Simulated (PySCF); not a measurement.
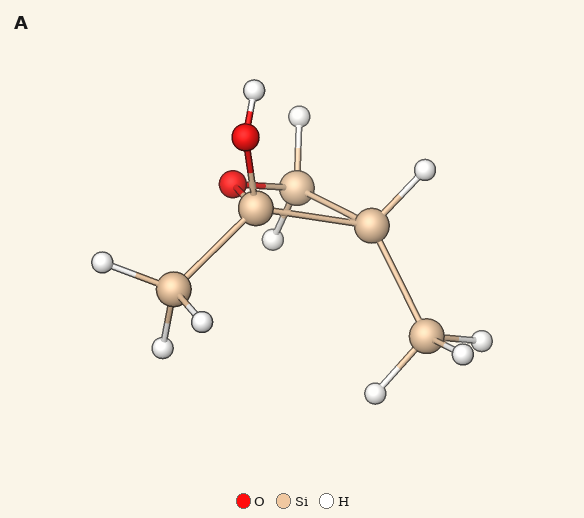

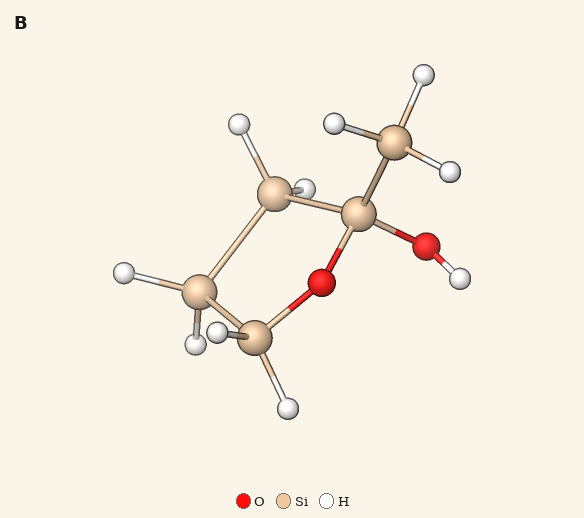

2 stationary structures of one formula. Geometries: GFN2-xTB. Electronic energies: CAM-B3LYP/def2-SVPD (PySCF 2.14.0), without zero-point energy. No frequency run is at hand to confirm each as a minimum.

Question: Are they conformers, stereoisomers or constitutional isomers?

Answer: They are constitutional isomers of H10O2Si5: A `O[Si@@]1([SiH3])O[SiH2][Si@@H]1[SiH3]`, B `O[Si@]1([SiH3])O[SiH2][SiH2][SiH2]1`.

Question: Rank them by energy, lowest first.

Answer: B is lowest; A lies 53.6 kJ/mol above it.

The geometry is semi-empirical. Around Si such bond lengths and angles can be off by a tenth of an ångström or more and by several degrees, and values that hang on the shape move with them.
